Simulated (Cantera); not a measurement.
Input: 1 mol Fe(CO)₅, 3.9 mol H₂, 5.6 mol N₂, held at 0.133 bar.

Method: chemical equilibrium by Gibbs-energy minimisation in Cantera with the NASA 1993 tables (ideal gas, pure condensed phases). Candidate condensed phases: C, C₆H₆, C₇H₈, C₈H₁₈, Fe, Fe(CO)₅, FeO, Fe(OH)₂, Fe(OH)₃, Fe₂O₃, Fe₃O₄, H₂O; 140 gas species. Condensed phases not in the tables: cementite and carbon dissolved in iron. Rates play no part.

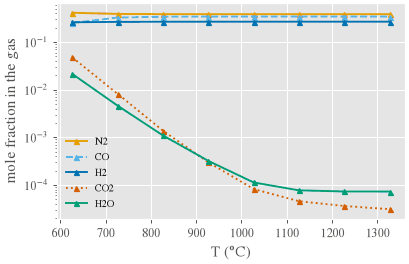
*Equilibrium gas composition (values under 1e-9 drawn at 1e-9)*

From 627 °C to 827 °C the condensed part is C(graphite) + Fe(α). From 927 °C to 1027 °C the condensed part is C(graphite) + Fe(γ). From 1127 °C to 1327 °C the condensed part is Fe(γ).
